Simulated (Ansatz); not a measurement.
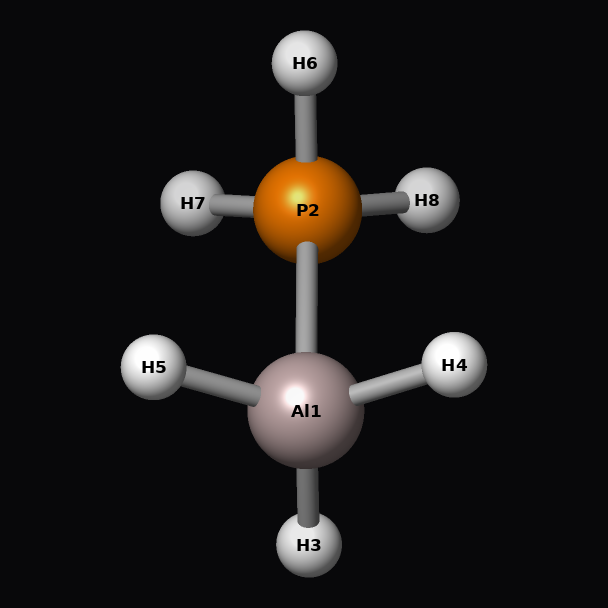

The computed structure is the end point of a PBE0-D4/def2-TZVP optimisation.

Question: Describe the coordination of atom 1.

Answer: Al1 has 4 neighbours (P2 at 2.51, H3 at 1.60, H4 at 1.60, H5 at 1.60 Å); the arrangement is tetrahedral.

Question: Describe the coordination of atom 2.

Answer: P2 has 4 neighbours (Al1 at 2.51, H6 at 1.41, H7 at 1.41, H8 at 1.41 Å); the arrangement is tetrahedral.
